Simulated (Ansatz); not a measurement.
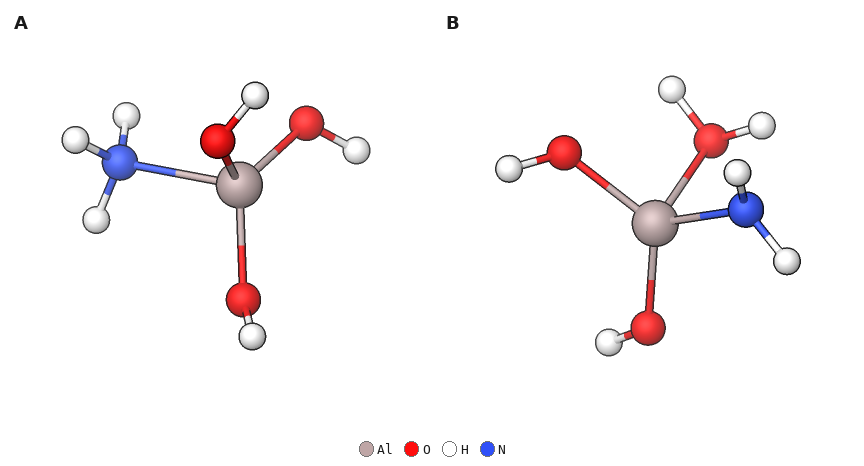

2 stationary structures of one formula. Geometries: PBE0-D4/def2-TZVP. Electronic energies: CCSD(T)/CBS (MP2 limit from def2-TZVPP and def2-QZVPP plus CCSD(T) − MP2) (Ansatz 0.2.0), without zero-point energy. Each is one conformer, not always the lowest.

> Rank them by energy, lowest first.

A is lowest (a minimum); B lies 0.942 eV above it (a minimum).
